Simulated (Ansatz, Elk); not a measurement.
# How far do independent atoms describe LiCdCl3?

Structure refinements treat a crystal as free atoms side by side. For a made-up structure of LiCdCl3 (cell and positions from a PBEsol relaxation) the runs below show what the calculated density changes in F(hkl).

Calculated with Elk 11.2.3 (patched build); DFT, PBE, all-electron APW+lo, Dirac cores, scalar-relativistic bands, static density, no spin.

The structure was built from a prototype and need not be the compound's stable phase.

## 1. The structure

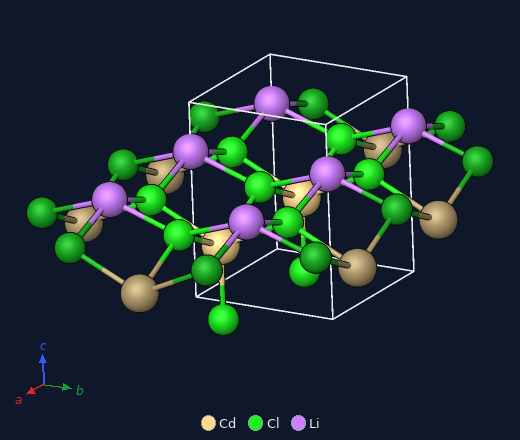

The starting structure, seen slightly off an axis (cadmium orange, chlorine green, lithium purple). 2×1×1 cells are drawn. Some periodic images of atoms are drawn too.

## 2. Ground state and structure factors

An all-electron density is needed, since X-rays see the cores too. Task 0 finds the density and task 195 Fourier-transforms it; tshift is off so that phases refer to the origin typed.

Contents of elk.in:

```
tasks
  0
  195

xctype
  20

spinpol
  .false.

rgkmax
  7.0

gmaxvr
  14.0

lmaxo
  7

lmaxapw
  8

swidth
  0.002

tshift
  .false.

ramdisk
  .false.

hmaxvr
  5.5

maxscl
  120

epspot
  1e-06

sppath
  './'

avec
  9.00870859024 -0.00000000000 -0.00000000000
  0.00000000000 9.00870859024 0.00000000000
  -0.00000000000 0.00000000000 11.69420176442

atoms
  3
  'Cd.in'
  1
  0.5000000000 0.5000000000 0.4458583097   0.000000 0.000000 0.000000
  'Cl.in'
  3
  0.5000000000 0.0000000000 0.6213746978   0.000000 0.000000 0.000000
  -0.0000000000 0.5000000000 0.6213746978   0.000000 0.000000 0.000000
  0.5000000000 0.5000000000 1.0643001004   0.000000 0.000000 0.000000
  'Li.in'
  1
  -0.0000000000 -0.0000000000 0.7469921943   0.000000 0.000000 0.000000

ngridk
  5 5 4
```

The run is started by

```console
$ OMP_NUM_THREADS=4 elk
```

Numbers of over 12 decimals in the logs are rounded to 6 here.

What it wrote:

```text
┌─────────────────────────┐
│ Elk code version 11.2.3 │
└─────────────────────────┘

All units are atomic (Hartree, Bohr, etc.)

┌─────────────────────────────────────────────────┐
│ Ground-state run starting from atomic densities │
└─────────────────────────────────────────────────┘

Lattice vectors :
   9.008708590      -0.000000000      -0.000000000
   0.000000000       9.008708590       0.000000000
  -0.000000000       0.000000000       11.69420176

Reciprocal lattice vectors :
  0.6974568268      -0.000000000       0.000000000
   0.000000000      0.6974568268       0.000000000
   0.000000000      -0.000000000      0.5372906534

Unit cell volume      :    949.0643500
Brillouin zone volume :   0.2613629028

Muffin-tin inner radius fraction :   0.1000000000E-01

Nuclei treated as point charges

Species : 1 (Cd)
 parameters loaded from : Cd.in
 name : cadmium
 nuclear charge    :   -48.00000000
 electronic charge :    48.00000000
 atomic mass :    204912.7176
 muffin-tin radius :    2.389843454
 number of radial points in muffin-tin :   1193
 inner part over the whole radius :   0.9948051078E-02
 number on inner part of muffin-tin    :    848
 approximate nuclear radius :   0.8708852602E-04
 number of mesh points to nuclear radius :    428
 atomic positions (lattice), magnetic fields (Cartesian) :
  1 :   0.50000000  0.50000000  0.44585831    0.00000000  0.00000000  0.00000000

Species : 2 (Cl)
 parameters loaded from : Cl.in
 name : chlorine
 nuclear charge    :   -17.00000000
 electronic charge :    17.00000000
 atomic mass :    64626.86550
 muffin-tin radius :    2.022175230
 number of radial points in muffin-tin :    793
 inner part over the whole radius :   0.9861325872E-02
 number on inner part of muffin-tin    :    553
 approximate nuclear radius :   0.6305718926E-04
 number of mesh points to nuclear radius :    254
 atomic positions (lattice), magnetic fields (Cartesian) :
  1 :   0.50000000  0.00000000  0.62137470    0.00000000  0.00000000  0.00000000
  2 :   0.00000000  0.50000000  0.62137470    0.00000000  0.00000000  0.00000000
  3 :   0.50000000  0.50000000  0.06430010    0.00000000  0.00000000  0.00000000

Species : 3 (Li)
 parameters loaded from : Li.in
 name : lithium
 nuclear charge    :   -3.000000000
 electronic charge :    3.000000000
 atomic mass :    12652.66898
 muffin-tin radius :    1.800000000
 number of radial points in muffin-tin :    593
 inner part over the whole radius :   0.9806707936E-02
 number on inner part of muffin-tin    :    401
 approximate nuclear radius :   0.4000070961E-04
 number of mesh points to nuclear radius :    148
 atomic positions (lattice), magnetic fields (Cartesian) :
  1 :   0.00000000  0.00000000  0.74699219    0.00000000  0.00000000  0.00000000

Total number of atoms per unit cell :    5
Total muffin-tin volume :    185.5149372
 ratio of muffin-tin to unit cell volume :   0.1954714000

Spin treatment :
 spin-unpolarised

Number of Bravais lattice symmetries :   16
Number of crystal symmetries         :    8
Crystal has no inversion symmetry
Complex Hermitian eigensolver will be used

k-point grid :      5     5     4
k-point offset :    0.000000000       0.000000000       0.000000000
k-point set is reduced with full crystal symmetry group
Total number of k-points :       24

Muffin-tin radius times maximum |G+k| :    7.000000000
 using average radius
Maximum |G+k| for APW functions       :    3.412513679
Maximum (1/2)|G+k|²                   :    5.822624803
Maximum |G| for potential and density :    14.00000000
Constant for pseudocharge density :    8
 order of it for each species :   15  15  15
 order of it for pair densities of each species (exact exchange by exxq0 0: 16) :   13   9   6
Radial integration step length :    1

G-vector grid sizes :     42    42    54
Number of G-vectors :    43901

Maximum angular momentum used for
 APW functions            :    8
 outer part of muffin-tin :    7
 inner part of muffin-tin :    2

Total nuclear charge    :   -102.0000000
[...]
(states/Hartree/unit cell)

Estimated indirect band gap :   0.1367285796
 from k-point 6 to k-point 1
Estimated direct band gap   :   0.1478750735
 at k-point 1

Charges :
 core                        :    60.00000000
 valence                     :    42.00000000
 interstitial                :    8.177170731
 muffin-tins (core leakage)
  species : 1 (Cd)
   atom 1                    :    45.90894931     (  0.7673542257E-03)
  species : 2 (Cl)
   atom 1                    :    15.25835781     (  0.5733137505E-04)
[...]
species : 3 (Li)
   atom 1                    :    2.078758880     (   0.000000000    )
 total in muffin-tins        :    93.82282927
 total calculated charge     :    101.9988831
 total charge                :    102.0000000
 error                       :   0.1116919467E-02

RMS change in Kohn-Sham potential (target) :    5.571895327     (  0.1000000000E-05)
Absolute change in total energy (target)   :    3.513124220     (  0.1000000000E-03)

[... loops 3 to 14 left out ...]

┌──────────────────┐
│ Loop number : 15 │
└──────────────────┘

Energies :
 Fermi                       :     0.20613839085906E-01
 sum of occupied eigenvalues :     -4155.5081221464
 electron kinetic            :      7266.3439939371
 core electron kinetic       :      7015.8178072719
 Coulomb                     :     -14013.328291148
 Coulomb potential           :     -11108.066671366
 nuclear-nuclear             :     -555.74012895284
 electron-nuclear            :     -15815.926371864
 Hartree                     :      2358.3382096681
 Madelung                    :     -8459.2949554654
 xc potential                :     -313.78544471749
 exchange                    :     -236.63676875026
 correlation                 :     -4.648235
 electron entropic           :    -0.49261656739690E-11
 total energy                :     -6988.2693013914

Density of states at Fermi energy :   0.4985705455E-07
 (states/Hartree/unit cell)

Estimated indirect band gap :   0.9896459011E-01
 from k-point 3 to k-point 1
Estimated direct band gap   :   0.9972598432E-01
 at k-point 1

Charges :
 core                        :    60.00000000
 valence                     :    42.00000000
 interstitial                :    8.328912497
 muffin-tins (core leakage)
  species : 1 (Cd)
[...]
species : 2 (Cl)
[...]
species : 3 (Li)
   atom 1                    :    2.081327860     (   0.000000000    )
 total in muffin-tins        :    93.67108750
 total calculated charge     :    101.9989301
 total charge                :    102.0000000
 error                       :   0.1069946302E-02

RMS change in Kohn-Sham potential (target) :   0.1786569832E-06 (  0.1000000000E-05)
Absolute change in total energy (target)   :   0.6816119821E-05 (  0.1000000000E-03)

Convergence targets achieved

┌──────────────────┐
│ Loop number : 16 │
└──────────────────┘

Energies :
 Fermi                       :     0.20613829929584E-01
 sum of occupied eigenvalues :     -4155.5081226612
 electron kinetic            :      7266.3439952780
 core electron kinetic       :      7015.8178084010
 Coulomb                     :     -14013.328292877
 Coulomb potential           :     -11108.066673432
 nuclear-nuclear             :     -555.74012895284
 electron-nuclear            :     -15815.926373247
 Hartree                     :      2358.3382093224
 Madelung                    :     -8459.2949561614
 xc potential                :     -313.78544450750
 exchange                    :     -236.63676880703
 correlation                 :     -4.648235
 electron entropic           :    -0.49261665007139E-11
 total energy                :     -6988.2693018356

Density of states at Fermi energy :   0.4985706328E-07
 (states/Hartree/unit cell)

Estimated indirect band gap :   0.9896460738E-01
 from k-point 3 to k-point 1
Estimated direct band gap   :   0.9972600129E-01
 at k-point 1

Charges :
 core                        :    60.00000000
 valence                     :    42.00000000
 interstitial                :    8.328912441
 muffin-tins (core leakage)
  species : 1 (Cd)
[...]
species : 2 (Cl)
   atom 1                    :    15.16466223     (  0.5795656625E-04)
   atom 2                    :    15.16466223     (  0.5795656625E-04)
   atom 3                    :    15.12993995     (  0.5771801574E-04)
  species : 3 (Li)
   atom 1                    :    2.081327861     (   0.000000000    )
 total in muffin-tins        :    93.67108756
 total calculated charge     :    101.9989301
 total charge                :    102.0000000
 error                       :   0.1069946337E-02

┌──────────────────────────────┐
│ Self-consistent loop stopped │
└──────────────────────────────┘

Warning : core states of species 1 leak from the muffin-tin :   0.7429309811E-03

Wrote STATE.OUT
```

It took 44 s on 4 threads of Intel Xeon 6975P-C (Granite Rapids), shared host; peak memory 0.23 GiB; 2.3 min of CPU time.

SFACRHO.OUT:

```text

h k l indices transformed by vhmat matrix:
   1.000000000       0.000000000       0.000000000    
   0.000000000       1.000000000       0.000000000    
   0.000000000       0.000000000       1.000000000    

      h      k      l  multipl.   |H|            Re(F)            Im(F)           |F|

      0      0      0      1   0.0000000       102.00000      0.32904457E-15   102.00000    
      0      0     -1      1  0.53729065      -51.382057       2.8803112       51.462725    
      0      0      1      1  0.53729065      -51.382057      -2.8803112       51.462725    
     -1      0      0      4  0.69745683      -57.507473      0.21507619E-13   57.507473    
      0     -1     -1      4  0.88041313       27.044185       22.036442       34.885422    
      0      1      1      4  0.88041313       27.044185      -22.036442       34.885422    
      1      1      0      4  0.98635290       29.904315      0.26489104E-13   29.904315    
      0      0     -2      1   1.0745813       40.547822      -10.726358       41.942588    
      0      0      2      1   1.0745813       40.547822       10.726358       41.942588    
     -1     -1     -1      4   1.1231978      -7.4400736      -35.043610       35.824702    
      1     -1      1      4   1.1231978      -7.4400736       35.043610       35.824702    
      0     -1      2      4   1.2810820      -40.875396       15.929357       43.869607    
      0     -1     -2      4   1.2810820      -40.875396      -15.929357       43.869607    
     -2      0      0      4   1.3949137       75.281172     -0.38248649E-13   75.281172    
      1     -1     -2      4   1.4586353       34.455407       38.304225       51.520761    
      1      1      2      4   1.4586353       34.455407      -38.304225       51.520761    
     -2      0     -1      4   1.4948128      -41.334694      0.33275285       41.336033    
      0     -2      1      4   1.4948128      -41.334694     -0.33275285       41.336033
```

Elk indexes on the primitive cell of elk.in and gives |H| = 4π sin θ/λ in inverse bohr. Below, one row stands for each form hkl of the conventional cell (m members, Friedel mates merged), F is for one primitive cell and the density is static (no thermal factor). Free-atom factors are Waasmaier and Kirfel's, and R is Σm||F|−|F'||/Σm|F|.

```csv
hkl,m,sin θ/λ (Å⁻¹),"abs F, DFT",neutral atoms,diff.,abs of complex diff.,ions,diff.
001,2,0.081,51.463,51.593,-0.130,0.207,50.836,+0.627
100,4,0.105,57.508,57.438,+0.069,0.069,57.305,+0.203
101,8,0.132,34.885,35.094,-0.208,0.400,34.504,+0.382
110,4,0.148,29.904,30.282,-0.378,0.378,29.799,+0.106
002,2,0.162,41.943,41.759,+0.184,0.652,41.808,+0.135
111,8,0.169,35.825,35.663,+0.162,0.445,35.688,+0.137
102,8,0.193,43.870,43.829,+0.041,0.103,43.840,+0.029
200,4,0.210,75.281,75.178,+0.103,0.103,75.188,+0.093
112,8,0.219,51.521,51.555,-0.034,0.082,51.562,-0.041
201,8,0.225,41.336,41.290,+0.046,0.046,41.342,-0.006
210,8,0.234,46.287,46.257,+0.030,0.030,46.278,+0.009
003,2,0.242,26.533,26.538,-0.005,0.016,26.671,-0.138
211,16,0.248,30.065,30.083,-0.018,0.037,30.212,-0.147
103,8,0.264,40.870,40.872,-0.002,0.067,40.915,-0.045
202,8,0.265,34.279,34.311,-0.031,0.037,34.295,-0.016
113,8,0.284,61.158,61.167,-0.009,0.017,61.140,+0.018
212,16,0.285,37.594,37.684,-0.090,0.095,37.770,-0.176
220,4,0.297,63.718,63.861,-0.143,0.143,63.812,-0.094
221,8,0.307,35.941,35.976,-0.035,0.080,36.029,-0.088
300,4,0.315,40.275,40.326,-0.051,0.051,40.350,-0.075
203,8,0.321,23.722,23.669,+0.053,0.058,23.772,-0.050
004,2,0.323,23.126,23.163,-0.037,0.153,23.223,-0.097
```

The ions are Li+, Cd2+ and Cl−, by formal charge.

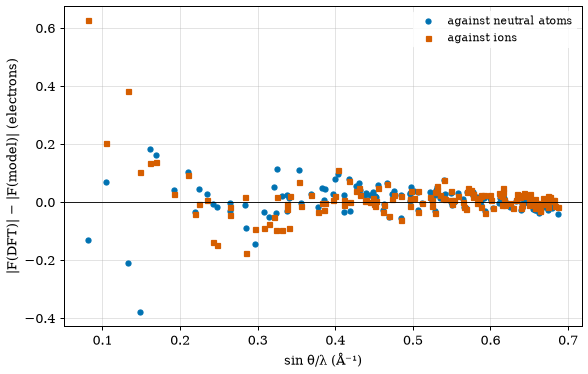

Difference between the calculated structure factors and the independent-atom ones.

## 3. The highest occupied states alone

An energy window below the Fermi level keeps the highest occupied states, to see at which angles they scatter; shallow core shells can lie inside it and anion s states outside. No new self-consistency is needed.

elk.in: that of step 2 with these lines changed.

```diff
@@ -1,3 +1,2 @@
 tasks
-  0
   195
@@ -40,2 +39,5 @@
 
+wsfac
+  -0.530630 0.320610
+
 sppath
```

The run is started by

```console
$ OMP_NUM_THREADS=4 elk
```

What it wrote:

```text
┌─────────────────────────────────┐
│ Elk code version 11.2.3 started │
└─────────────────────────────────┘

Info(readinput): the functional depends on the density's gradient
 muffin-tin radial points multiplied by    2.00000
 (not where nrmtscf is given)

┌────────────────────┐
│ Current task : 195 │
└────────────────────┘
Info(checkmt): changed muffin-tin radius of species 1 (Cd) from   2.6000 to   2.3898
Info(checkmt): changed muffin-tin radius of species 2 (Cl) from   2.2000 to   2.0222

Info(sfacrho): density structure factors written to SFACRHO.OUT

 Energy window :  -0.5306300000      0.3206100000

┌──────────────────┐
│ Elk code stopped │
└──────────────────┘
```

Elapsed: 8.7 s, on 4 threads; peak memory 0.18 GiB; 10 s of CPU time.

States within 15 eV below the Fermi level hold 32.32 electrons; any levels below the window count with the cores, and a count that is not whole means the window cuts a band. Their amplitudes can exceed the total, where window and core parts have opposite phase:

```csv
hkl,sin θ/λ (Å⁻¹),"abs F, window","abs F, all"
001,0.081,11.759,51.463
100,0.105,14.393,57.508
101,0.132,5.818,34.885
110,0.148,4.396,29.904
002,0.162,9.520,41.943
111,0.169,7.927,35.825
102,0.193,6.821,43.870
200,0.210,11.660,75.281
112,0.219,7.390,51.521
201,0.225,5.343,41.336
```

## 4. Another try

In this try the input is made faulty on purpose, to show what that does.

The input is changed as shown.

elk.in: that of step 3 with these lines changed.

```diff
@@ -1,2 +1,3 @@
 tasks
+  0
   195
@@ -39,5 +40,2 @@
 
-wsfac
-  -0.530630 0.320610
-
 sppath
@@ -64,3 +62,3 @@
 
-ngridk
+ngrid
   5 5 4
```

The run is started by

```console
$ OMP_NUM_THREADS=4 elk
```

What it wrote:

```text
┌─────────────────────────────────┐
│ Elk code version 11.2.3 started │
└─────────────────────────────────┘

Error(readinput): invalid block name : ngrid
```

Elapsed: 0.01 s, on 4 threads; peak memory 0.16 GiB.

The input was rejected at the start.

The program's message: “Error(readinput): invalid block name : ngrid”

A key was misspelt on purpose.

## 5. Another functional

The difference from free atoms is small, so it is set against the change that LDA (Perdew-Wang) makes.

elk.in: that of step 4 with these lines changed.

```diff
@@ -5,3 +5,3 @@
 xctype
-  20
+  3
 
@@ -62,3 +62,3 @@
 
-ngrid
+ngridk
   5 5 4
```

The run is started by

```console
$ OMP_NUM_THREADS=4 elk
```

What it wrote:

```text
┌─────────────────────────┐
│ Elk code version 11.2.3 │
└─────────────────────────┘

All units are atomic (Hartree, Bohr, etc.)

┌─────────────────────────────────────────────────┐
│ Ground-state run starting from atomic densities │
└─────────────────────────────────────────────────┘

Lattice vectors :
   9.008708590      -0.000000000      -0.000000000
   0.000000000       9.008708590       0.000000000
  -0.000000000       0.000000000       11.69420176

Reciprocal lattice vectors :
  0.6974568268      -0.000000000       0.000000000
[...]
species : 2 (Cl)
[...]
atom 2                    :    15.12929150     (  0.5115450106E-04)
   atom 3                    :    15.09673035     (  0.5095392562E-04)
  species : 3 (Li)
   atom 1                    :    2.084383022     (   0.000000000    )
 total in muffin-tins        :    93.58130174
 total calculated charge     :    101.9989396
 total charge                :    102.0000000
 error                       :   0.1060430223E-02

┌──────────────────────────────┐
│ Self-consistent loop stopped │
└──────────────────────────────┘

Warning : core states of species 1 leak from the muffin-tin :   0.7541015025E-03

Wrote STATE.OUT
[key lines of the parts left out:]
total energy                :     -6979.2326765592
```

Wall time 32 s (4 threads); peak memory 0.21 GiB.

Against the first run R = 0.05 %; the largest change is -0.071 at 200.

## 6. Basis size

The basis and the expansions that go with it are enlarged, to see whether the differences are converged.

elk.in: that of step 5 with these lines changed.

```diff
@@ -5,3 +5,3 @@
 xctype
-  3
+  20
 
@@ -11,12 +11,12 @@
 rgkmax
-  7.0
+  8.5
 
 gmaxvr
-  14.0
+  18.0
 
 lmaxo
-  7
+  9
 
 lmaxapw
-  8
+  10
```

The run is started by

```console
$ OMP_NUM_THREADS=4 elk
```

What it wrote:

```text
┌─────────────────────────┐
│ Elk code version 11.2.3 │
└─────────────────────────┘

All units are atomic (Hartree, Bohr, etc.)

┌─────────────────────────────────────────────────┐
│ Ground-state run starting from atomic densities │
└─────────────────────────────────────────────────┘

Lattice vectors :
   9.008708590      -0.000000000      -0.000000000
   0.000000000       9.008708590       0.000000000
  -0.000000000       0.000000000       11.69420176

Reciprocal lattice vectors :
  0.6974568268      -0.000000000       0.000000000
[...]
species : 2 (Cl)
[...]
atom 2                    :    15.16780326     (  0.5800547279E-04)
   atom 3                    :    15.13307222     (  0.5776312087E-04)
  species : 3 (Li)
   atom 1                    :    2.081477690     (   0.000000000    )
 total in muffin-tins        :    93.68510078
 total calculated charge     :    101.9991750
 total charge                :    102.0000000
 error                       :   0.8249606983E-03

┌──────────────────────────────┐
│ Self-consistent loop stopped │
└──────────────────────────────┘

Warning : core states of species 1 leak from the muffin-tin :   0.7433491529E-03

Wrote STATE.OUT
[key lines of the parts left out:]
total energy                :     -6988.2762490142
```

Wall time 2.7 min (4 threads); peak memory 0.54 GiB; 8.8 min of CPU time.

Against the first run R = 0.00 %; the largest change is +0.007 at 220.

## 7. Settings against the effect

```csv
run,R against the first run (%),"R against neutral atoms, low angle (%)",wall time
"PBE, rgkmax 7",0.00,0.18,44 s
LDA (Perdew-Wang),0.05,0.18,32 s
rgkmax 8.5 with larger expansions,0.00,0.18,2.7 min
```

## 8. What came out

```
R against neutral atoms, sin θ/λ < 0.3 Å⁻¹ : 0.18 %
R against neutral atoms, 0.3 to 0.69 Å⁻¹   : 0.10 %
R against ions, below 0.3 Å⁻¹              : 0.27 %
```

Independent neutral atoms miss the calculated amplitudes by R = 0.18 % below 0.3 Å⁻¹ and 0.10 % from there to 0.69 Å⁻¹; by shells, 0.51 % below 0.15 Å⁻¹ (4 forms), 0.13 % 0.15 to 0.3 (14 forms), 0.13 % 0.3 to 0.45 (32 forms), 0.09 % above 0.45 (99 forms). Bonding, aspherical density and the tables' own atoms all enter these figures, and the runs don't part them. The largest change of an amplitude is -0.38 electrons, at 110. R counts amplitudes alone; phases shift too. Formal ions give R = 0.27 % at low angle, further off than neutral atoms. The window's part falls from 32.3 electrons at the origin to at most 0.92 between 0.45 and 0.69 Å⁻¹, where compact states inside the window still scatter. Below 0.3 Å⁻¹ the changes that finished (LDA (Perdew-Wang) and rgkmax 8.5 with larger expansions) move F by R = 0.06 % at most, against the 0.18 % that separates it from free atoms. The k-mesh has no finished test. Part of the difference isn't bonding: the tables are fits to free atoms and ions calculated by other methods than this functional. Thermal motion, anomalous dispersion and extinction are left out.

[Logs are printed without paths, hosts, clocks, repeated set-up lines and the standing remarks that a program may print on its own settings, such as how far it seeks lower states.]

[Hosts, paths, dates, database ids (printed as entryN), source tags and the programs' standing remarks are cut or masked in the printed files.]
